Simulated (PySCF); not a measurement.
Geometry relaxation of C4H8OSi

System: C4H8OSi, SMILES [SiH3]OC1=CCC1.
Method: PBE0-D3(BJ)/def2-SVP geometry optimisation, gas phase (PySCF 2.14.0).

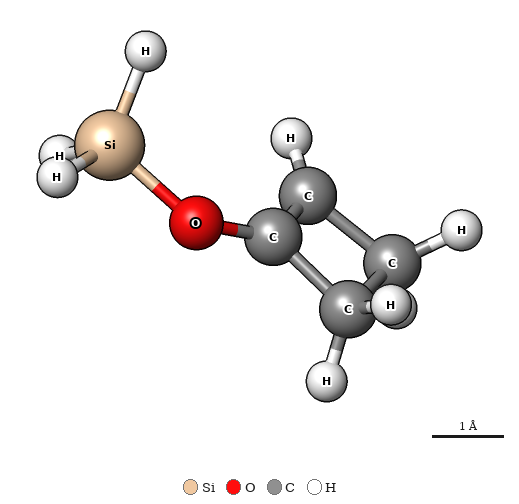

*The structure as given in the input (ball-and-stick view, seen at a tilt).*

Bond lengths as drawn: C–C 1.31 to 1.56 Å, C–H 1.07 to 1.11 Å, C–O 1.35 Å, H–Si 1.44 to 1.47 Å and O–Si 1.66 Å.

Key numbers

- outcome: converged
- total energy: −521.281925 hartree
- dipole moment: 0.60 D
- point group: Cs
- hardware: 1 CPU thread, shared host
- wall time: 64 s
- peak memory: 0.5 GiB

The input
```
{"job": {"xc": "PBE0", "basis": "def2-SVP", "d3": "d3bj", "grid": 1, "shake": 0.01, "kind": "geom"}, "charge": 0, "multiplicity": 1}
Si     2.635220     0.021180     0.553980
O      1.145550     0.733660     0.359810
C     -0.100440     0.225680     0.288090
C     -0.598900    -0.980930     0.345170
C     -2.035850    -0.455100     0.172940
C     -1.389640     0.964840     0.120920
H      2.903150    -0.878760    -0.550640
H      2.696160    -0.676870     1.811940
H      3.434910     1.251600     0.544370
H     -0.253090    -1.982120     0.474410
H     -2.703660    -0.610030     1.042440
H     -2.536800    -0.751190    -0.723090
H     -1.683850     1.638310     0.929420
H     -1.519910     1.484660    -0.817460
```

The first line tells a small driver script what to run in PySCF; the rest is the geometry in Å.

Command:
```bash
OMP_NUM_THREADS=1 python <driver script> task.json out
```

The program's output
```
step   0  E = -521.27281875  max force = 0.044914
step   1  E = -521.28145299  max force = 0.006082
step   2  E = -521.28173123  max force = 0.005610
step   3  E = -521.28186504  max force = 0.002137
step   4  E = -521.28190337  max force = 0.001008
step   5  E = -521.28192303  max force = 0.000383
step   6  E = -521.28192524  max force = 0.000233
optimisation converged
```

Trajectory as extended XYZ (Å, eV, eV/Å), 7 frames, from step=0 to step=6
```
14
Properties=species:S:1:pos:R:3:forces:R:3 step=0 energy=-14184.55589
Si    2.6352    0.0212    0.5540   -0.4344   0.9744  -0.2470
O     1.1456    0.7337    0.3598   -1.2355   0.2907  -0.1448
C    -0.1004    0.2257    0.2881    1.8306   2.0074   0.0910
C    -0.5989   -0.9809    0.3452   -2.3095  -1.3180  -0.0937
C    -2.0358   -0.4551    0.1729    1.0340   0.2003   1.2986
C    -1.3896    0.9648    0.1209   -0.0777  -0.4642   0.2283
H     2.9032   -0.8788   -0.5506    0.2974  -0.5451  -0.6170
H     2.6962   -0.6769    1.8119    0.1544  -0.5762   0.9209
H     3.4349    1.2516    0.5444    0.6630   0.0372   0.0148
H    -0.2531   -1.9821    0.4744    0.5557  -0.7761   0.0863
H    -2.7037   -0.6100    1.0424    0.0830  -0.0070  -0.1533
H    -2.5368   -0.7512   -0.7231   -0.5724  -0.3371  -1.0083
H    -1.6839    1.6383    0.9294    0.0271   0.1517   0.2974
H    -1.5199    1.4847   -0.8175   -0.0157   0.3620  -0.6732
14
Properties=species:S:1:pos:R:3:forces:R:3 step=1 energy=-14184.79084
Si    2.4290   -0.1034    0.4506    0.0129  -0.2655   0.0325
O     0.9091    0.5929    0.2521    0.2182   0.0672   0.0217
C    -0.2649   -0.0353    0.1968   -0.3128  -0.0881  -0.0107
C    -0.7312   -1.3015    0.2569    0.1276   0.1381   0.0302
C    -2.1646   -0.8451    0.0916   -0.1109  -0.0769  -0.2709
C    -1.6098    0.6077    0.0250    0.0090   0.0979  -0.0409
H     2.7173   -1.0411   -0.6793   -0.0460   0.0197   0.0589
H     2.4922   -0.8438    1.7516   -0.0318   0.0346  -0.0958
H     3.4154    1.0028    0.4474   -0.0335   0.1102  -0.0032
H    -0.2797   -2.2868    0.3864    0.0365   0.0036  -0.0155
H    -2.8374   -1.0394    0.9422   -0.0024   0.0019   0.0369
H    -2.6743   -1.1736   -0.8387    0.1191   0.0437   0.2037
H    -1.9244    1.2742    0.8455    0.0110  -0.0314  -0.0055
H    -1.7635    1.1333   -0.9343    0.0032  -0.0551   0.0586
14
Properties=species:S:1:pos:R:3:forces:R:3 step=2 energy=-14184.79841
Si    2.4083   -0.1318    0.4507    0.0121  -0.0483   0.0010
O     0.9153    0.6179    0.2533    0.0346   0.2885  -0.0121
C    -0.2699    0.0079    0.1945    0.2068  -0.2664   0.0397
C    -0.6931   -1.2692    0.2586   -0.1634   0.1250   0.0008
C    -2.1386   -0.8481    0.0916   -0.0975  -0.0763  -0.0539
C    -1.6250    0.6228    0.0217    0.0253  -0.0170  -0.0032
H     2.6626   -1.0726   -0.6801   -0.0109  -0.0109   0.0113
H     2.4400   -0.8766    1.7442   -0.0050  -0.0095  -0.0128
H     3.4117    0.9636    0.4525   -0.0150   0.0095   0.0006
H    -0.2089   -2.2391    0.3882    0.0041   0.0176  -0.0158
H    -2.8043   -1.0581    0.9452    0.0004   0.0147   0.0100
H    -2.6356   -1.1954   -0.8309    0.0092   0.0119   0.0251
H    -1.9557    1.2805    0.8420   -0.0006  -0.0200   0.0040
H    -1.7935    1.1390   -0.9377   -0.0001  -0.0188   0.0053
14
Properties=species:S:1:pos:R:3:forces:R:3 step=3 energy=-14184.80206
Si    2.4085   -0.1308    0.4507    0.0508  -0.0037  -0.0034
O     0.9195    0.6272    0.2559   -0.0888   0.1099  -0.0067
C    -0.2615    0.0042    0.1974    0.0021  -0.0334  -0.0042
C    -0.6974   -1.2677    0.2591    0.0018  -0.0848   0.0260
C    -2.1420   -0.8491    0.0898    0.0421   0.0374   0.0347
C    -1.6180    0.6187    0.0222   -0.0134   0.0291   0.0004
H     2.6543   -1.0719   -0.6802    0.0033  -0.0149  -0.0069
H     2.4354   -0.8786    1.7405    0.0048  -0.0184   0.0165
H     3.4093    0.9681    0.4532   -0.0030  -0.0228   0.0015
H    -0.2154   -2.2387    0.3870    0.0079  -0.0152  -0.0086
H    -2.8092   -1.0553    0.9438    0.0178   0.0095  -0.0009
H    -2.6374   -1.1948   -0.8313   -0.0143  -0.0091  -0.0386
H    -1.9487    1.2755    0.8426   -0.0078   0.0044   0.0067
H    -1.7843    1.1341   -0.9369   -0.0033   0.0121  -0.0165
14
Properties=species:S:1:pos:R:3:forces:R:3 step=4 energy=-14184.80310
Si    2.4035   -0.1308    0.4508    0.0289  -0.0238  -0.0009
O     0.9170    0.6369    0.2589   -0.0347   0.0519   0.0049
C    -0.2604    0.0066    0.1995   -0.0175   0.0076  -0.0111
C    -0.6929   -1.2673    0.2609    0.0169  -0.0240   0.0143
C    -2.1373   -0.8488    0.0892    0.0054   0.0049   0.0104
C    -1.6176    0.6198    0.0217    0.0032  -0.0002   0.0032
H     2.6414   -1.0728   -0.6819   -0.0002  -0.0026  -0.0031
H     2.4273   -0.8843    1.7384    0.0009  -0.0040   0.0059
H     3.4123    0.9595    0.4551    0.0020  -0.0070   0.0007
H    -0.2088   -2.2378    0.3877   -0.0031   0.0001  -0.0068
H    -2.8042   -1.0546    0.9431    0.0033  -0.0005   0.0006
H    -2.6314   -1.1955   -0.8331   -0.0096  -0.0071  -0.0154
H    -1.9518    1.2755    0.8417    0.0004   0.0016   0.0005
H    -1.7838    1.1346   -0.9382    0.0042   0.0032  -0.0031
14
Properties=species:S:1:pos:R:3:forces:R:3 step=5 energy=-14184.80363
Si    2.3954   -0.1344    0.4514    0.0013  -0.0197  -0.0015
O     0.9156    0.6532    0.2661   -0.0001   0.0007   0.0127
C    -0.2590    0.0166    0.2033   -0.0042   0.0071  -0.0101
C    -0.6835   -1.2604    0.2638    0.0085   0.0079   0.0006
C    -2.1300   -0.8499    0.0876    0.0031   0.0004  -0.0037
C    -1.6186    0.6221    0.0207   -0.0003  -0.0125   0.0044
H     2.6170   -1.0751   -0.6862   -0.0016   0.0067  -0.0012
H     2.4115   -0.8968    1.7345   -0.0010   0.0069  -0.0006
H     3.4189    0.9413    0.4593    0.0035   0.0025   0.0003
H    -0.1937   -2.2282    0.3898   -0.0062   0.0003  -0.0019
H    -2.7969   -1.0584    0.9406   -0.0034  -0.0032  -0.0015
H    -2.6200   -1.2007   -0.8360   -0.0023   0.0006   0.0025
H    -1.9594    1.2762    0.8394    0.0001   0.0026  -0.0025
H    -1.7840    1.1353   -0.9405    0.0028  -0.0003   0.0023
14
Properties=species:S:1:pos:R:3:forces:R:3 step=6 energy=-14184.80369
Si    2.3938   -0.1362    0.4522   -0.0020  -0.0059  -0.0030
O     0.9156    0.6564    0.2716    0.0014  -0.0062   0.0120
C    -0.2587    0.0190    0.2060    0.0019   0.0035  -0.0072
C    -0.6818   -1.2586    0.2652    0.0024   0.0061  -0.0012
C    -2.1284   -0.8498    0.0859    0.0017   0.0000  -0.0034
C    -1.6186    0.6227    0.0203   -0.0010  -0.0060   0.0035
H     2.6101   -1.0732   -0.6892   -0.0009   0.0036  -0.0007
H     2.4095   -0.9019    1.7332    0.0001   0.0036  -0.0001
H     3.4206    0.9365    0.4617    0.0014   0.0009   0.0008
H    -0.1917   -2.2261    0.3915   -0.0030  -0.0004  -0.0009
H    -2.7970   -1.0593    0.9375   -0.0019  -0.0022  -0.0014
H    -2.6162   -1.2012   -0.8387   -0.0008   0.0014   0.0021
H    -1.9621    1.2768    0.8378   -0.0004   0.0017  -0.0015
H    -1.7818    1.1356   -0.9414    0.0012   0.0000   0.0010
```

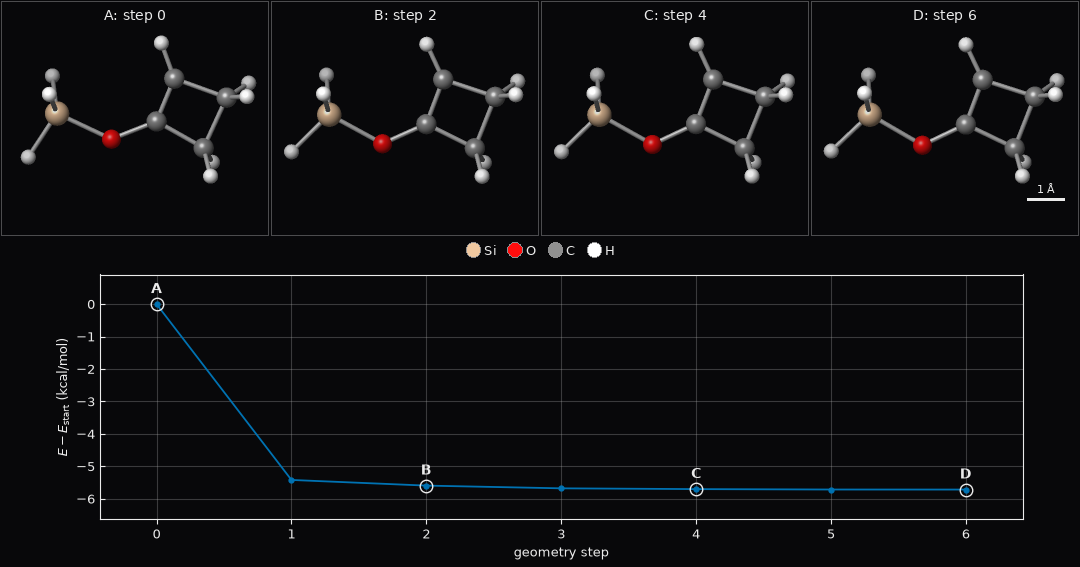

*Frames of the relaxation (ball-and-stick view, seen at a tilt) above the curves, on which the letters mark them (steps are counted from 0).*

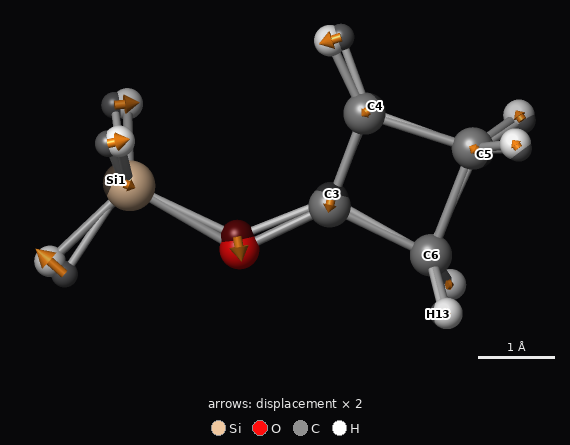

*Start (faint) and end (solid) with the displacements as orange arrows, magnified 2 times (ball-and-stick view, seen at a tilt). The two geometries are laid on each other by the best rigid fit.*

The largest move after the best rigid fit is that of H9, 0.26 Å. Largest moves by element: H 0.26 Å, O 0.17 Å, C 0.09 Å, Si 0.08 Å. Among the contacts that change: Si1–H8 1.440 → 1.492 Å, Si1–H7 1.450 → 1.493 Å, C3–C4 1.307 → 1.347 Å, C5–H12 1.068 → 1.103 Å. Among the angles that change: Si1–O2–C3 132.3° → 123.4°, O2–Si1–H9 97.4° → 105.5°, C3–C4–H10 138.4° → 134.8°. After 6 geometry steps the energy has fallen by 5.71 kcal/mol. The largest force component goes from 2.3 to 0.012 eV/Å. (Atoms are counted from 1 in the order of the input.)
